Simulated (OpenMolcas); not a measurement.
Si2NH6Cl (SMILES N[SiH]([SiH3])Cl): methods side by side

Si2NH6Cl: 10 atoms, total charge 0, spin state singlet. SMILES: `N[SiH]([SiH3])Cl`. Geometry: relaxed at PBE0-D4/def2-TZVP. This is one conformer, not always the lowest.

Quantity: the HOMO–LUMO gap, in eV. The values are calculated.

```
                              level             kind     program  value (eV)  CPU time
    HF/6-31G* (spherical functions)     Hartree–Fock  OpenMolcas       14.10      13 s
revPBE/6-31G* (spherical functions)              GGA  OpenMolcas        5.78      49 s
 M06-L/6-31G* (spherical functions)         meta-GGA  OpenMolcas        6.45      56 s
  TPSS/6-31G* (spherical functions)         meta-GGA  OpenMolcas        6.01      60 s
 BHLYP/6-31G* (spherical functions)    global hybrid  OpenMolcas       10.06      44 s
M06-2X/6-31G* (spherical functions)  hybrid meta-GGA  OpenMolcas        9.92      53 s
  PBE0/6-31G* (spherical functions)    global hybrid  OpenMolcas        7.97      46 s
 B3LYP/6-31G* (Cartesian functions)    global hybrid  OpenMolcas        7.51      50 s
```

The values span 5.78 to 14.10 eV. Orbital gaps aren't excitation energies; they tend to grow with the share of exact exchange. CPU times are rough (shared hosts, several kinds of processor and program).

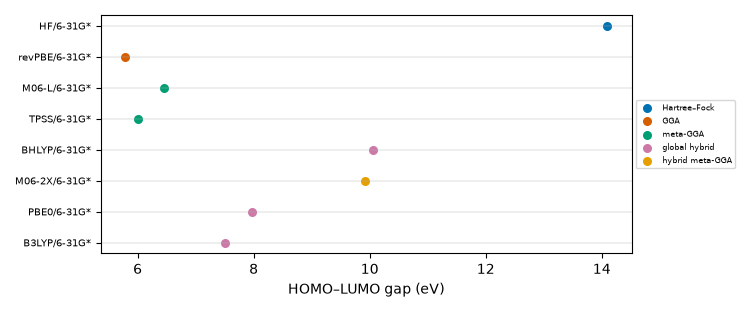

The values of the table, level by level.
